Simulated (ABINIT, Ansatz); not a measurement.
# A GW chain in ABINIT: KRb2GaF6 (Fm-3m)

Aim: the G0W0 gap of KRb2GaF6 (Fm-3m) on PBEsol, step by step.

Program: ABINIT 10.8.3. Level of theory: PBEsol and many-body steps on it, plane waves. Results are calculated unless marked as measured.

### Step 1. The structure

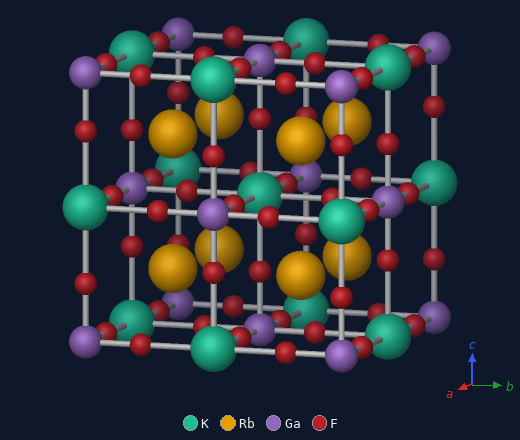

The cell as given, slightly off an axis (potassium teal, rubidium orange, gallium purple, fluorine red). This picture shows the conventional cell, with its axes. Some periodic images of atoms are drawn too.

The cell and positions are those that the Materials Project relaxed with its own functionals (PBE, PBE+U or r2SCAN), kept fixed.

### Step 2. Ground state

This step: ABINIT 10.8.3; DFT, PBEsol, plane waves, norm-conserving pseudopotentials.

The ground-state density comes first.

Input file run.abi:

```
acell 3*1.0 Angstrom
rprim 
  -0.000000000000 4.378547672900 4.378547672900
  4.378547672900 -0.000000000000 4.378547672900
  4.378547672900 4.378547672900 -0.000000000000
ntypat 4
znucl 19 37 31 9
natom 10
typat 1 2 2 3 4 4 4 4 4 4
xred 
  0.500000000000 0.500000000000 0.500000000000
  0.750000000000 0.750000000000 0.750000000000
  0.250000000000 0.250000000000 0.250000000000
  0.000000000000 0.000000000000 0.000000000000
  0.783440950000 0.216559050000 0.783440950000
  0.216559050000 0.216559050000 0.783440950000
  0.783440950000 0.783440950000 0.216559050000
  0.783440950000 0.216559050000 0.216559050000
  0.216559050000 0.783440950000 0.216559050000
  0.216559050000 0.783440950000 0.783440950000
pp_dirpath "pseudos"
pseudos "K.upf, Rb.upf, Ga.upf, F.upf"
ecut 45
ngkpt 4 4 4
nshiftk 1
shiftk 0 0 0
kptopt 1
chksymbreak 0
nband 54
occopt 1
tolvrs 1e-10
nstep 60
prtwf 0
optforces 0
optstress 0
indata_prefix "in"
outdata_prefix "out"
tmpdata_prefix "tmp"
```

Launch:

```sh
$ OMP_NUM_THREADS=1 mpirun -n 8 abinit run.abi > log
```

Numbers of over 12 decimals in the logs are rounded to 6 here.

Log:

```text
.Version 10.8.3 of ABINIT. v10.8.2 released Aug 2026.

 Symmetries : space group Fm -3 m (#225); Bravais cF (face-center cubic)
================================================================================
 Values of the parameters that define the memory need of the present run
     intxc =       0    ionmov =       0      iscf =       7    lmnmax =       6
     lnmax =       6     mgfft =      72  mpssoang =       3    mqgrid =    3001
     natom =      10  nloc_mem =       1    nspden =       1   nspinor =       1
    nsppol =       1      nsym =      48    n1xccc =    2501    ntypat =       4
    occopt =       1   xclevel =       2
-    mband =          54        mffmem =           1         mkmem =           1
       mpw =       16361          nfft =      373248          nkpt =           8
================================================================================
  Rough estimation (10% accuracy) of disk space for files :
================================================================================

--------------------------------------------------------------------------------
------------- Echo of variables that govern the present computation ------------
--------------------------------------------------------------------------------
 -outvars: echo values of preprocessed input variables --------
            acell      1.8897261259E+00  1.8897261259E+00  1.8897261259E+00 Bohr

      chksymbreak           0
             ecut      4.50000000E+01 Hartree
-          fftalg         312

              ixc     -116133
              kpt      0.00000000E+00  0.00000000E+00  0.00000000E+00
                       2.50000000E-01  0.00000000E+00  0.00000000E+00
                       5.00000000E-01  0.00000000E+00  0.00000000E+00
                       2.50000000E-01  2.50000000E-01  0.00000000E+00
                       5.00000000E-01  2.50000000E-01  0.00000000E+00
                      -2.50000000E-01  2.50000000E-01  0.00000000E+00
                       5.00000000E-01  5.00000000E-01  0.00000000E+00
                      -2.50000000E-01  5.00000000E-01  2.50000000E-01
         kptrlatt        4    0    0      0    4    0      0    0    4
          kptrlen      4.68062598E+01
P           mkmem           1
            natom          10
            nband          54
            ngfft          72      72      72
             nkpt           8
            nstep          60
             nsym          48
           ntypat           4
              occ      2.000000  2.000000  2.000000  2.000000  2.000000  2.000000
                       2.000000  2.000000  2.000000  2.000000  2.000000  2.000000
                       2.000000  2.000000  2.000000  2.000000  2.000000  2.000000
                       2.000000  2.000000  2.000000  2.000000  2.000000  2.000000
                       2.000000  2.000000  2.000000  2.000000  2.000000  2.000000
                       2.000000  2.000000  2.000000  2.000000  2.000000  2.000000
                       2.000000  2.000000  2.000000  2.000000  2.000000  2.000000
                       2.000000  2.000000  2.000000  0.000000  0.000000  0.000000
                       0.000000  0.000000  0.000000  0.000000  0.000000  0.000000
        optforces           0
        optstress           0
            prtwf           0
            rprim     -0.0000000000E+00  4.3785476729E+00  4.3785476729E+00
                       4.3785476729E+00 -0.0000000000E+00  4.3785476729E+00
                       4.3785476729E+00  4.3785476729E+00 -0.0000000000E+00
          spgroup         225

           tolvrs      1.00000000E-10

             xred      5.0000000000E-01  5.0000000000E-01  5.0000000000E-01
                       7.5000000000E-01  7.5000000000E-01  7.5000000000E-01
[...]
znucl       19.00000   37.00000   31.00000    9.00000

================================================================================

 chkinp: Checking input parameters for consistency.

================================================================================
== DATASET  1 ==================================================================
-   mpi_nproc: 8, omp_nthreads: 1 (-1 if OMP is not activated)

--- !DatasetInfo
iteration_state: {dtset: 1, }
dimensions: {natom: 10, nkpt: 8, mband: 54, nsppol: 1, nspinor: 1, nspden: 1, mpw: 16361, }
cutoff_energies: {ecut:  45.0, pawecutdg:  -1.0, }
electrons: {nelect:   9.00000000E+01, charge:   0.00000000E+00, occopt:   1.00000000E+00, tsmear:   1.00000000E-02, }

 Real(R)+Recip(G) space primitive vectors, cartesian coordinates (Bohr,Bohr^-1):
 R(1)=  0.0000000  8.2742559  8.2742559  G(1)= -0.0604284  0.0604284  0.0604284
 R(2)=  8.2742559  0.0000000  8.2742559  G(2)=  0.0604284 -0.0604284  0.0604284
 R(3)=  8.2742559  8.2742559  0.0000000  G(3)=  0.0604284  0.0604284 -0.0604284
 Unit cell volume ucvol=  1.1329659E+03 bohr^3
 Angles (23,13,12)=  6.00000000E+01  6.00000000E+01  6.00000000E+01 degrees

 getcut: wavevector=  0.0000  0.0000  0.0000  ngfft=  72  72  72
         ecut(hartree)=     45.000   => boxcut(ratio)=   2.03759

--- Pseudopotential description ------------------------------------------------
- K Generated using ONCVPSP code by D. R. Hamann
- 19.00000   9.00000  180301                  znucl, zion, pspdat
12 -116133 2 -1 2250                          pspcod,pspxc,lmax,lloc,mmax
     nproj     2     2     2
[...]
--------------------------------------------------------------------------------

_setup2: Arith. and geom. avg. npw (full set) are   16332.297   16332.279

================================================================================

--- !BeginCycle
iteration_state: {dtset: 1, }
solver: {iscf: 7, nstep: 60, nline: 4, wfoptalg: 0, }
tolerances: {tolvrs: 1.00E-10, }

     iter   Etot(hartree)      deltaE(h)  residm     vres2
 ETOT  1  -461.07256446998    -4.611E+02 2.757E-01 1.071E+05
 ETOT  2  -460.77751742157     2.950E-01 4.010E-01 1.992E+05
 ETOT  3  -477.95940796219    -1.718E+01 1.919E-01 2.193E+04
 ETOT  4  -478.92264901898    -9.632E-01 4.038E-02 1.475E+04
 ETOT  5  -479.30088449519    -3.782E-01 2.377E-02 8.876E+03
 ETOT  6  -479.72012522306    -4.192E-01 2.587E-02 2.902E+03
 ETOT  7  -479.83185655714    -1.117E-01 1.350E-01 1.205E+03
 ETOT  8  -479.91061285570    -7.876E-02 6.118E-03 4.388E+01
 ETOT  9  -479.91345689349    -2.844E-03 2.172E-02 9.286E-02
 ETOT 10  -479.91346987185    -1.298E-05 1.119E-03 8.126E-03
 ETOT 11  -479.91347091180    -1.040E-06 1.044E-03 2.180E-04
 ETOT 12  -479.91347093192    -2.011E-08 3.541E-04 7.306E-05
 ETOT 13  -479.91347094548    -1.356E-08 3.582E-04 9.334E-06
 ETOT 14  -479.91347094733    -1.850E-09 1.265E-04 1.580E-07
 ETOT 15  -479.91347094732     5.400E-12 1.306E-04 1.999E-08
 ETOT 16  -479.91347094740    -7.867E-11 8.141E-05 1.458E-09
 ETOT 17  -479.91347094740     2.501E-12 1.286E-04 3.104E-11

 At SCF step   17       vres2   =  3.10E-11 < tolvrs=  1.00E-10 =>converged.

--- !ResultsGS
iteration_state: {dtset: 1, }
comment   : Summary of ground state results
lattice_vectors:
- [ -0.0000000,   8.2742559,   8.2742559, ]
- [  8.2742559,  -0.0000000,   8.2742559, ]
- [  8.2742559,   8.2742559,  -0.0000000, ]
lattice_lengths: [  11.70156,   11.70156,   11.70156, ]
lattice_angles: [ 60.000,  60.000,  60.000, ] # degrees, (23, 13, 12)
lattice_volume:   1.1329659E+03
convergence: {deltae:  2.501E-12, res2:  3.104E-11, residm:  1.286E-04, diffor:  0.000E+00, }
etotal    :  -4.79913471E+02
entropy   :   0.00000000E+00
fermie    :  -3.01716888E-02
cartesian_stress_tensor: null
pressure_GPa: null
xred      :
- [  5.0000E-01,   5.0000E-01,   5.0000E-01,  K]
- [  7.5000E-01,   7.5000E-01,   7.5000E-01, Rb]
- [  2.5000E-01,   2.5000E-01,   2.5000E-01, Rb]
- [  0.0000E+00,   0.0000E+00,   0.0000E+00, Ga]
- [  7.8344E-01,   2.1656E-01,   7.8344E-01,  F]
- [  2.1656E-01,   2.1656E-01,   7.8344E-01,  F]
- [  7.8344E-01,   7.8344E-01,   2.1656E-01,  F]
- [  7.8344E-01,   2.1656E-01,   2.1656E-01,  F]
- [  2.1656E-01,   7.8344E-01,   2.1656E-01,  F]
- [  2.1656E-01,   7.8344E-01,   7.8344E-01,  F]
cartesian_forces: null
force_length_stats: {min: null, max: null, mean: null, }

 Integrated electronic density in atomic spheres:
 ------------------------------------------------
 Atom  Sphere_radius  Integrated_density
[...]
================================================================================

 ----iterations are completed or convergence reached----

 Mean square residual over all n,k,spin=   87.645E-08; max=  12.859E-05
 reduced coordinates (array xred) for   10 atoms
[...]
0.216559050000      0.216559050000      0.783440950000
       0.783440950000      0.783440950000      0.216559050000
       0.783440950000      0.216559050000      0.216559050000
       0.216559050000      0.783440950000      0.216559050000
       0.216559050000      0.783440950000      0.783440950000
 rms dE/dt=  0.0000E+00; max dE/dt=  0.0000E+00; dE/dt below (all hartree)
    1       0.000000000000      0.000000000000      0.000000000000
    2       0.000000000000      0.000000000000      0.000000000000
    3       0.000000000000      0.000000000000      0.000000000000
    4       0.000000000000      0.000000000000      0.000000000000
    5       0.000000000000      0.000000000000      0.000000000000
    6       0.000000000000      0.000000000000      0.000000000000
    7       0.000000000000      0.000000000000      0.000000000000
    8       0.000000000000      0.000000000000      0.000000000000
    9       0.000000000000      0.000000000000      0.000000000000
   10       0.000000000000      0.000000000000      0.000000000000

 cartesian coordinates (angstrom) at end:
[...]
6      4.378548     4.378548     1.896428
    7      4.378548     4.378548     6.860667
    8      1.896428     4.378548     4.378548
    9      4.378548     1.896428     4.378548
   10      6.860667     4.378548     4.378548
 length scales=  1.889726125908  1.889726125908  1.889726125908 bohr
              =  1.000000000000  1.000000000000  1.000000000000 angstroms
 prteigrs : about to open file out_EIG
 Fermi (or HOMO) energy (hartree) =  -0.03017   Average Vxc (hartree)=  -0.34279
 Eigenvalues (hartree) for nkpt=   8  k points:
 kpt#   1, nband= 54, wtk=  0.01563, kpt=  0.0000  0.0000  0.0000 (reduced coord)
  -5.14998   -3.34349   -3.34349   -3.34349   -0.95476   -0.86613   -0.86434   -0.76325
  -0.74503   -0.74503   -0.74503   -0.74127   -0.74127   -0.42435   -0.42435   -0.42435
  -0.42145   -0.42145   -0.35532   -0.35532   -0.35532   -0.28789   -0.28789   -0.28789
  -0.28006   -0.28006   -0.28006   -0.19637   -0.11229   -0.11229   -0.11229   -0.07584
  -0.07584   -0.07584   -0.05345   -0.05345   -0.05064   -0.05064   -0.05064   -0.04534
  -0.04534   -0.04534   -0.03017   -0.03017   -0.03017    0.19730    0.30625    0.30625
   0.32981    0.32981    0.32981    0.34275    0.35992    0.35992
 prteigrs : prtvol=0 or 1, do not print more k-points.

--- !EnergyTerms
iteration_state     : {dtset: 1, }
comment             : Components of total free energy in Hartree
kinetic             :  2.42656996680545E+02
hartree             :  2.15622667601747E+02
xc                  : -7.85376033585708E+01
Ewald energy        : -2.21228322656365E+02
psp_core            :  1.02068648422745E+01
local_psp           : -5.75368851695077E+02
non_local_psp       : -7.32652223619524E+01
total_energy        : -4.79913470947400E+02
total_energy_eV     : -1.30591108225991E+04
band_energy         : -5.70249757217834E+01

== END DATASET(S) ==============================================================
================================================================================

 -outvars: echo values of variables after computation  --------
           etotal     -4.7991347095E+02
            nband          54
             nkpt           8
          spgroup         225
 [... the other variables as echoed above ...]

 Calculation completed.
```

Elapsed: 2.5 min, on 8 MPI ranks of Arm Neoverse N1, shared host; peak memory 1.3 GiB.

Numbers from this step:

```yaml
total_energy: -13059.1108 eV
gap: 6.190 eV
k_of_the_valence_top: 0, 0, 0
k_of_the_conduction_bottom: 0, 0, 0
least_direct_gap: 6.190 eV
```

The gap is direct, at Γ.

### Step 3. Empty states on the mesh, 2×2×2 mesh, 600 bands

The sums over transitions need many empty states on a uniform mesh; this step solves for them.

run.abi: that of step 2 with these lines changed.

```diff
@@ -23,3 +23,3 @@
 ecut 45
-ngkpt 4 4 4
+ngkpt 2 2 2
 nshiftk 1
@@ -28,9 +28,10 @@
 chksymbreak 0
-nband 54
-occopt 1
-tolvrs 1e-10
+iscf -2
+irdden 1
+istwfk *1
+nband 600
+nbdbuf 54
+tolwfr 1e-09
 nstep 60
-prtwf 0
-optforces 0
-optstress 0
+prtvol 0
 indata_prefix "in"
```

Log:

```text
.Version 10.8.3 of ABINIT. v10.8.2 released Aug 2026.

 Symmetries : space group Fm -3 m (#225); Bravais cF (face-center cubic)
[... echo of the input left out ...]
== DATASET  1 ==================================================================
-   mpi_nproc: 8, omp_nthreads: 1 (-1 if OMP is not activated)
-    --> not optimal distribution: autoparal keyword recommended in input file <--

--- !DatasetInfo
iteration_state: {dtset: 1, }
dimensions: {natom: 10, nkpt: 3, mband: 600, nsppol: 1, nspinor: 1, nspden: 1, mpw: 16361, }
cutoff_energies: {ecut:  45.0, pawecutdg:  -1.0, }
electrons: {nelect:   9.00000000E+01, charge:   0.00000000E+00, occopt:   1.00000000E+00, tsmear:   1.00000000E-02, }

 Real(R)+Recip(G) space primitive vectors, cartesian coordinates (Bohr,Bohr^-1):
 R(1)=  0.0000000  8.2742559  8.2742559  G(1)= -0.0604284  0.0604284  0.0604284
 R(2)=  8.2742559  0.0000000  8.2742559  G(2)=  0.0604284 -0.0604284  0.0604284
 R(3)=  8.2742559  8.2742559  0.0000000  G(3)=  0.0604284  0.0604284 -0.0604284
 Unit cell volume ucvol=  1.1329659E+03 bohr^3
 Angles (23,13,12)=  6.00000000E+01  6.00000000E+01  6.00000000E+01 degrees

 getcut: wavevector=  0.0000  0.0000  0.0000  ngfft=  72  72  72
         ecut(hartree)=     45.000   => boxcut(ratio)=   2.03759

--- Pseudopotential description ------------------------------------------------
- K Generated using ONCVPSP code by D. R. Hamann
- 19.00000   9.00000  180301                  znucl, zion, pspdat
12 -116133 2 -1 2250                          pspcod,pspxc,lmax,lloc,mmax
     nproj     2     2     2
  pspatm : epsatm=    8.32504554
         --- l  ekb(1:nproj) -->
             0   10.921326    0.816676
             1    4.431000    0.560368
             2   -3.384038   -1.043186
 pspatm: atomic psp has been read  and splines computed

- Rb Generated using ONCVPSP code by D. R. Hamann
- 37.00000   9.00000  180301                  znucl, zion, pspdat
12 -116133 2 -1 2280                          pspcod,pspxc,lmax,lloc,mmax
     nproj     2     2     2
  pspatm : epsatm=   34.48401057
         --- l  ekb(1:nproj) -->
[...]
pspatm: atomic psp has been read  and splines computed

- Ga Generated using ONCVPSP code by D. R. Hamann
- 31.00000  21.00000  180301                  znucl, zion, pspdat
12 -116133 2 -1 1902                          pspcod,pspxc,lmax,lloc,mmax
     nproj     2     2     2
  pspatm : epsatm=   21.80669258
         --- l  ekb(1:nproj) -->
[...]
pspatm: atomic psp has been read  and splines computed

- F Generated using ONCVPSP code by D. R. Hamann
-  9.00000   7.00000  180301                  znucl, zion, pspdat
12 -116133 2 -1 832                           pspcod,pspxc,lmax,lloc,mmax
     nproj     2     2     1
  pspatm : epsatm=    4.89824381
         --- l  ekb(1:nproj) -->
[...]
2   -2.394754
[...]
-5.1500E+00 -3.3435E+00 -3.3435E+00 -3.3435E+00 -9.5476E-01 -8.6613E-01
 -8.6434E-01 -7.6325E-01 -7.4503E-01 -7.4503E-01 -7.4503E-01 -7.4127E-01
 -7.4127E-01 -4.2435E-01 -4.2435E-01 -4.2435E-01 -4.2145E-01 -4.2145E-01
[...]
4.5633E+00  4.5646E+00  4.5657E+00  4.5662E+00  4.5712E+00  4.5716E+00
  4.5729E+00  4.5734E+00  4.5754E+00  4.5796E+00  4.5812E+00  4.6153E+00
 prteigrs : prtvol=0 or 1, do not print more k-points.

--- !ResultsGS
iteration_state: {dtset: 1, }
comment   : Summary of ground state results
lattice_vectors:
- [ -0.0000000,   8.2742559,   8.2742559, ]
- [  8.2742559,  -0.0000000,   8.2742559, ]
- [  8.2742559,   8.2742559,  -0.0000000, ]
lattice_lengths: [  11.70156,   11.70156,   11.70156, ]
lattice_angles: [ 60.000,  60.000,  60.000, ] # degrees, (23, 13, 12)
lattice_volume:   1.1329659E+03
convergence: {deltae:  0.000E+00, res2:  0.000E+00, residm:  9.953E-10, diffor:  0.000E+00, }
etotal    :  -4.79913471E+02
entropy   :   0.00000000E+00
fermie    :  -3.01716888E-02
cartesian_stress_tensor: null
pressure_GPa: null
xred      :
- [  5.0000E-01,   5.0000E-01,   5.0000E-01,  K]
- [  7.5000E-01,   7.5000E-01,   7.5000E-01, Rb]
- [  2.5000E-01,   2.5000E-01,   2.5000E-01, Rb]
- [  0.0000E+00,   0.0000E+00,   0.0000E+00, Ga]
- [  7.8344E-01,   2.1656E-01,   7.8344E-01,  F]
- [  2.1656E-01,   2.1656E-01,   7.8344E-01,  F]
- [  7.8344E-01,   7.8344E-01,   2.1656E-01,  F]
- [  7.8344E-01,   2.1656E-01,   2.1656E-01,  F]
- [  2.1656E-01,   7.8344E-01,   2.1656E-01,  F]
- [  2.1656E-01,   7.8344E-01,   7.8344E-01,  F]
cartesian_forces: null
force_length_stats: {min: null, max: null, mean: null, }

 Integrated electronic density in atomic spheres:
 ------------------------------------------------
 Atom  Sphere_radius  Integrated_density
[...]
================================================================================

 ----iterations are completed or convergence reached----

 Mean square residual over all n,k,spin=   47.184E-11; max=  99.534E-11
 reduced coordinates (array xred) for   10 atoms
[...]
0.216559050000      0.783440950000      0.216559050000
       0.216559050000      0.783440950000      0.783440950000

 cartesian coordinates (angstrom) at end:
    1      4.378548     4.378548     4.378548
    2      6.567822     6.567822     6.567822
    3      2.189274     2.189274     2.189274
[...]
9      4.378548     1.896428     4.378548
   10      6.860667     4.378548     4.378548
 length scales=  1.889726125908  1.889726125908  1.889726125908 bohr
              =  1.000000000000  1.000000000000  1.000000000000 angstroms
 prteigrs : about to open file out_EIG
 Eigenvalues (hartree) for nkpt=   3  k points:
 kpt#   1, nband=600, wtk=  0.12500, kpt=  0.0000  0.0000  0.0000 (reduced coord)
[...]
4.54750    4.55090    4.56213    4.56231    4.56330    4.56459    4.56568    4.56618
   4.57122    4.57158    4.57287    4.57338    4.57544    4.57963    4.58118    4.61533
 prteigrs : prtvol=0 or 1, do not print more k-points.

== END DATASET(S) ==============================================================
================================================================================

 -outvars: echo values of variables after computation  --------
            nband         600
             nkpt           3
          spgroup         225
 [... the other variables as echoed above ...]

 Calculation completed.
```

Wall time 37 min (8 MPI ranks); peak memory 1.4 GiB.

This step gave:

```yaml
gap: 6.190 eV
k_of_the_valence_top: 0, 0, 0
k_of_the_conduction_bottom: 0, 0, 0
least_direct_gap: 6.190 eV
k_points_computed: 3
lowest_point_of_the_top_converged_band_above_the_valence_top: 115.4721 eV
```

On this mesh the gap is 6.190 eV.

(Continued in part 2 of 2.)

[Paths, hosts, dates, memory and timing lines, banners, echoed tables and standing remarks are left out of the program output.]

[Logs are printed without paths, hosts, clocks, repeated set-up lines and the standing remarks that a program may print on its own settings, such as how far it seeks lower states.]

[Runs of the session that timed out or met a known fault of the program may be left out.]

[Hosts, paths, dates, database ids (printed as entryN), source tags and the programs' standing remarks are cut or masked in the printed files.]

[G0W0 gaps are taken among the corrected bands and points alone; a level outside them can change the order at an edge.]

[Where Ansatz stands beside ABINIT at settings called matched, ABINIT's density can come from a denser mesh and the files from another edition; pairs whose starting gaps differed by over 0.03 eV were left out, so agreement reads better than it is.]
